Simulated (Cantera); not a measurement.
Feed: 1 mol SF6, 0.04 mol O2, 8.6 mol H2, at 23.0 bar.

These are equilibrium values from Cantera (NASA tables, ideal gas, pure condensed phases), not measurements of a reactor. Candidate condensed phases: H2O, H2SO4, S; 71 gas species. Ions and electrons are included (thermal ionisation). Rates play no part.

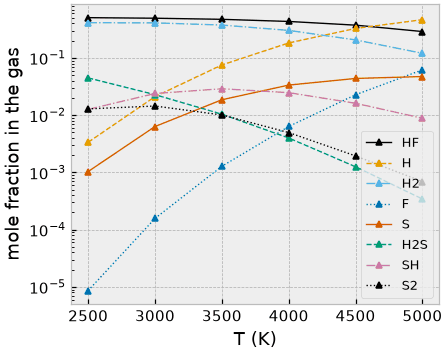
Fig. 1. Equilibrium gas composition (values under 1e-9 drawn at 1e-9)

Problem. Read off the mole fractions at 4000 K.

Solution. HF about 0.43, H2 about 0.30, H about 0.18, S about 0.034, SH about 0.025, F about 0.0064, S2 about 0.0050, H2S about 0.0040.
